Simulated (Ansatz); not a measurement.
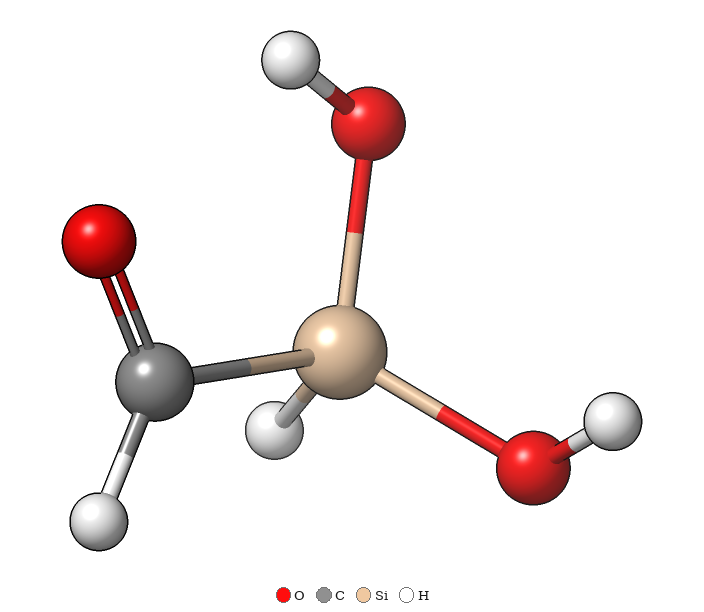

The picture shows a molecular structure as a ball-and-stick model. Multiple sticks mark multiple bonds (one Kekulé form).

Describe the molecule.

It has 9 atoms: 1 carbon, 4 hydrogen, 3 oxygen and 1 silicon (CH₄O₃Si). SMILES: `O=C[SiH](O)O`. It has no ring. Among its groups: Si–H bond, Si–O bond. The point group is C1. Coordination: 1 C trigonal planar; 1 Si tetrahedral; 2 O bent.

More results for the same structure follow; atom numbers are the same in all pictures, views and colours differ. The computed structure is the end point of a PBE0-D4/def2-TZVP optimisation.

**Shape**

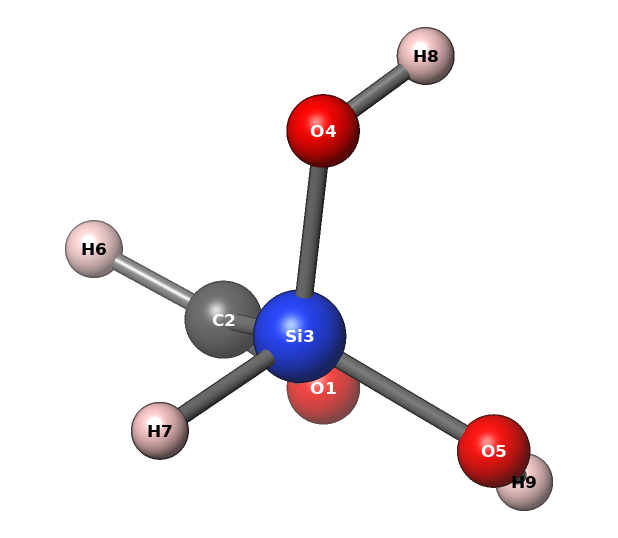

C2 lies behind Si3. The molecule seen a little off the Si3–C2 bond, Si3 in front. Depth is shown by fading: the farther an atom, the more it takes the colour of the background.

What is the torsion angle O4–Si3–C2–O1? The sign is positive where the front bond must turn clockwise to cover the back bond.

Answer. 121°, anticlinal.

**Electronic properties**

Method: RKS B3LYP-D4/def2-TZVPP (Ansatz 0.2.0).

Estimate the dispersion correction.

Answer. −27.3 kJ/mol.

Give the dipole moment at this level.

Answer. 1.28 D.

Give the HOMO–LUMO gap at this level.

Answer. 4.88 eV.

What is the HOMO energy (Kohn–Sham orbital)?

Answer. −7.07 eV.

**Charges**

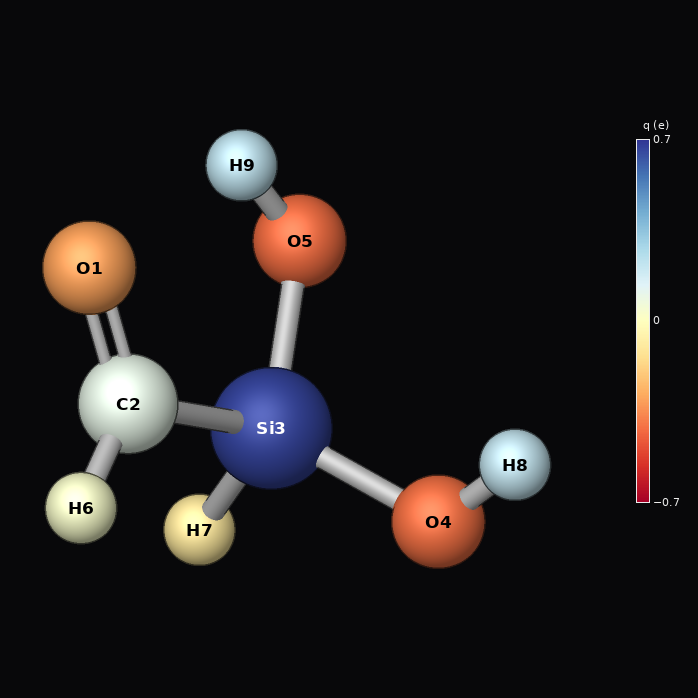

Atoms are coloured by their Mulliken charges. Properties computed with RKS r2SCAN-D4/def2-TZVPP (Ansatz 0.2.0).

Which atom carries the highest charge (most positive or least negative)?

Answer. Si3 (0.66 e).

And the lowest?

Answer. O5 (−0.42 e).

Give the Mulliken charges atom by atom.

| atom | value (e) |
| --- | --- |
| O1 | −0.30 |
| C2 | 0.10 |
| Si3 | 0.66 |
| O4 | −0.41 |
| O5 | −0.42 |
| H6 | 0.03 |
| H7 | −0.10 |
| H8 | 0.21 |
| H9 | 0.22 |

**Thermal motion**

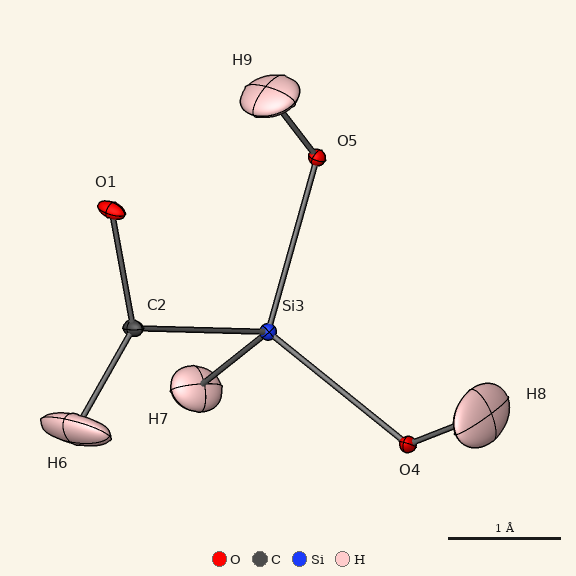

Displacement ellipsoids at the 50 % level, from the internal vibrations of the free molecule (harmonic, no overall translation or rotation; no half-axis is drawn under 0.075 Å). Vibrations computed with RKS PBE0-D4/def2-TZVP (Ansatz 0.2.0). Temperature: 100 K.

Give the displacement parameters, one line for each set of equivalent atoms.

```csv
atom,U_eq (Å²),rms amplitudes (Å)
O1,0.0042,"0.028, 0.057, 0.092"
C2,0.0029,"0.035, 0.043, 0.075"
Si3,0.00092,"0.025, 0.027, 0.037"
O4,0.0028,"0.031, 0.040, 0.077"
O5,0.0024,"0.030, 0.052, 0.061"
H6,0.0300,"0.082, 0.128, 0.259"
H7,0.0192,"0.090, 0.141, 0.172"
H8,0.0375,"0.074, 0.167, 0.281"
H9,0.0233,"0.077, 0.166, 0.190"
```

Mulliken values depend strongly on the basis set and can even reverse the polarity of a bond.
